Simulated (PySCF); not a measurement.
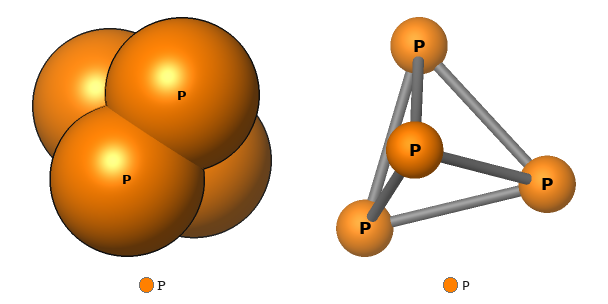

The same structure drawn twice, from different directions.

Computed geometry: PBE0-D3(BJ)/def2-SVP optimisation. No frequency run is at hand to confirm it as a minimum.

Give the formula.

P4, 4 atoms: 4 phosphorus.

Which point group does it belong to?

Td.

More results for the same structure follow; atom numbers are the same in all pictures, views and colours differ.

Shape

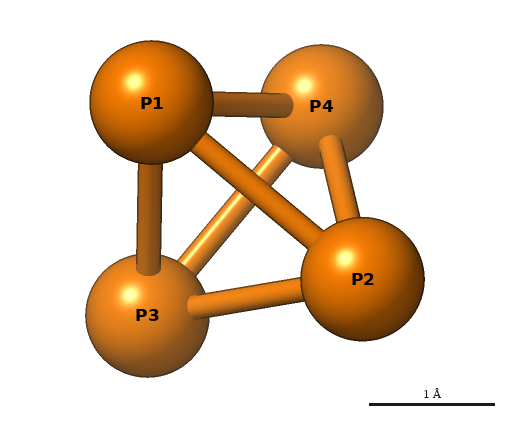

Atoms carry their numbers in the input. No frequency run is at hand to confirm it as a minimum.

Give these bond angles: P2–P1–P3.

```csv
angle,degrees
P2–P1–P3,60.0
```

Electronic properties

No frequency run is at hand to confirm it as a minimum. Method: LC-wPBE/def2-SVPD, gas phase (PySCF 2.14.0). Excitations: vertical, linear response.

Give the brightest of the 10 lowest singlets at this level.

6.42 eV.

Give the HOMO energy (Kohn–Sham orbital) at this level.

−10.10 eV.

Give the LUMO energy (Kohn–Sham orbital) at this level.

1.32 eV.

Estimate the mean static polarisability.

86.3 bohr³.

NMR shielding

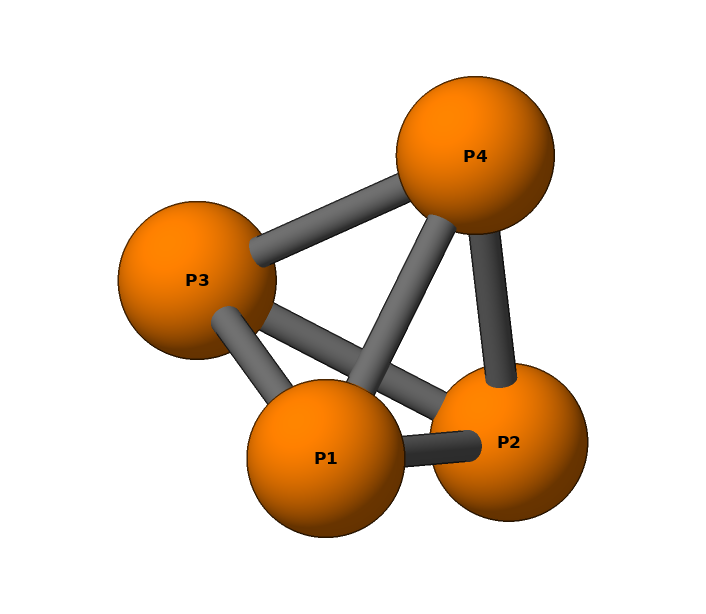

No frequency run is at hand to confirm it as a minimum. Properties computed with GIAO KT3/pcSseg-2 NMR shielding, non-relativistic, gas phase (PySCF 2.14.0). Principal shieldings σ11 ≤ σ22 ≤ σ33, span Ω = σ33 − σ11, skew κ = 3(σiso − σ22)/Ω.

Give the shielding tensors of the P atoms.

| atom | σ11 | σ22 | σ33 | σiso | Ω | κ |
| --- | --- | --- | --- | --- | --- | --- |
| P1, P2, P3… | 575.5 | 989.9 | 990.2 | 851.9 | 414.7 | −1.00 |

Shieldings and span in ppm.

Ring current

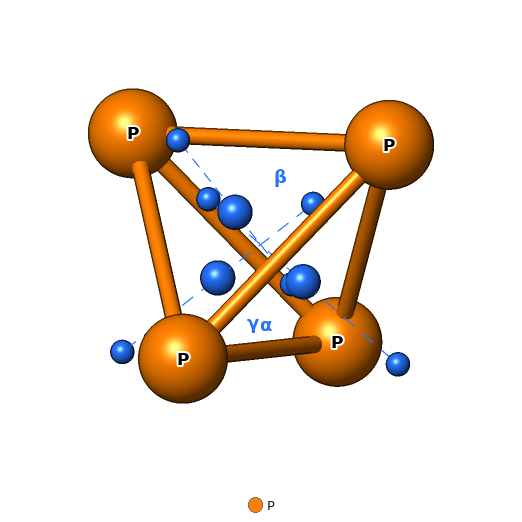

The small points mark where nucleus-independent chemical shifts (NICS) were computed: at the centre of each lettered ring and 1 Å above and below it. No frequency run is at hand to confirm it as a minimum. Level of theory: GIAO mPW1PW91/pcSseg-2 NMR shielding, non-relativistic, gas phase (PySCF 2.14.0).

Give NICS(0), NICS(1) and the out-of-plane component NICS(1)zz for each ring (means of the two sides).

| ring | members | NICS(0) | NICS(1) | NICS(1)zz |
| --- | --- | --- | --- | --- |
| α | P3 | −58.0 | −39.1 | −56.7 |
| β | P3 | −58.0 | −39.1 | −56.7 |
| γ | P3 | −58.0 | −39.1 | −56.7 |

Values in ppm.
